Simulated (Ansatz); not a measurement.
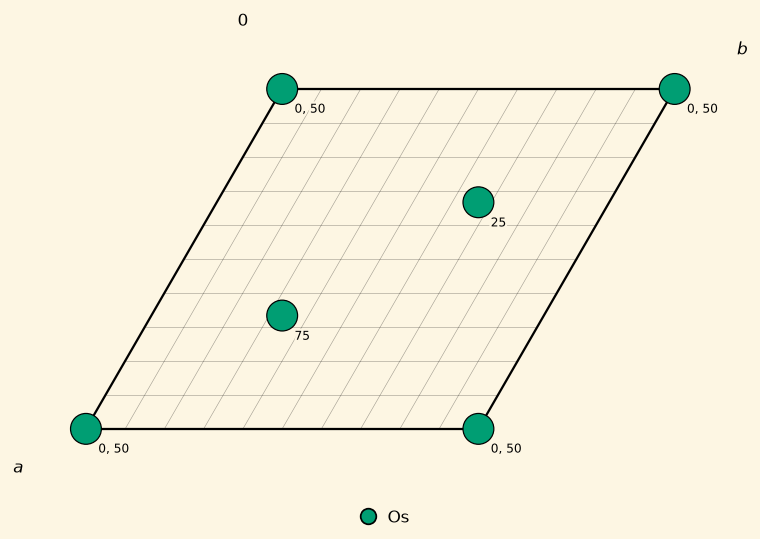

Plan of a unit cell projected along c (a down the page, b across); the numbers are heights in hundredths of c, and atoms on the cell's edges are repeated. The grid marks tenths of a and b. Source: the geometry relaxed with DFT, RPBE, plane waves (420 eV) with PAW, scalar-relativistic (Ansatz); the starting structure was generated, so it need not be a known form of this composition. Symmetry computed with spglib at a tolerance of 0.002 Å; standard conventional cell.

a = 2.752 Å, b = 2.752 Å, c = 8.834 Å, α = 90.00°, β = 90.00°, γ = 120.00°.

What does the cell contain?

Answer. 4 Os: Os, Z = 4.

Give the fractional coordinates of all atoms, to two places.

Answer.
```
atom     x     y     z
  Os  0.00  0.00  0.00
  Os  0.00  0.00  0.50
  Os  0.33  0.67  0.25
  Os  0.67  0.33  0.75
```
